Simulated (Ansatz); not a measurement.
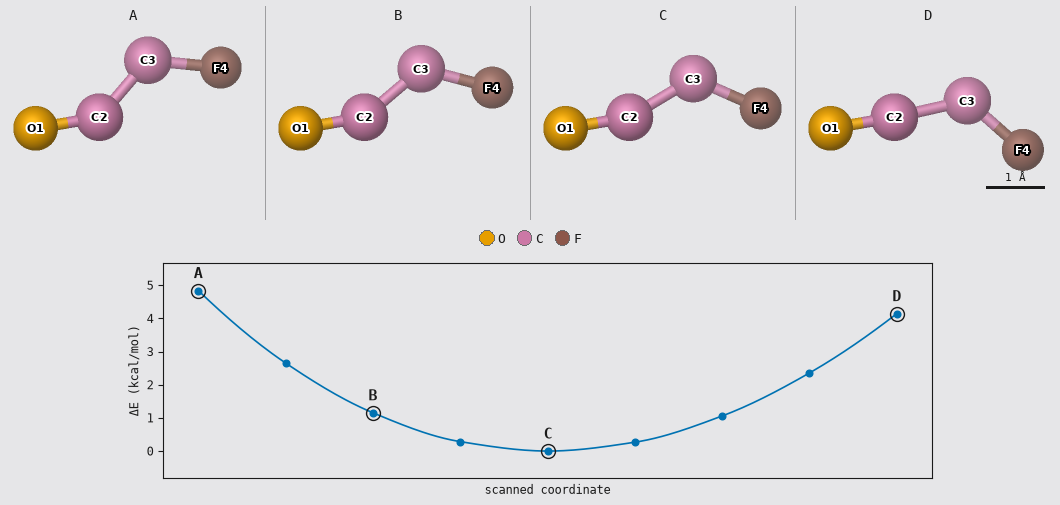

Frames of a one-coordinate scan of C$_{2}$OF (multiplicity 2). Style: ball-and-stick. Shown onto the plane of the angle.

Level of theory: B3LYP-D4 (def2-TZVPP, Ansatz), on geometries moved rigidly from the minimum at PBE0-D4/def2-TZVP. Energies are counted from the PBE0-D4/def2-TZVP minimum geometry at the same level.

What is being scanned?

Answer. The C3–C2–O1 angle is varied, with the rest of the molecule carried along rigidly. In the frames the angle is 141.2° (A), 150.2° (B), 159.2° (C), 177.2° (D). The lowest computed point lies at the angle 159.2° (0.00 kcal/mol). The end points stand at 4.84 kcal/mol (141.2°) and 4.14 kcal/mol (177.2°). The curvature at the lowest point is about 3.9 eV/rad².
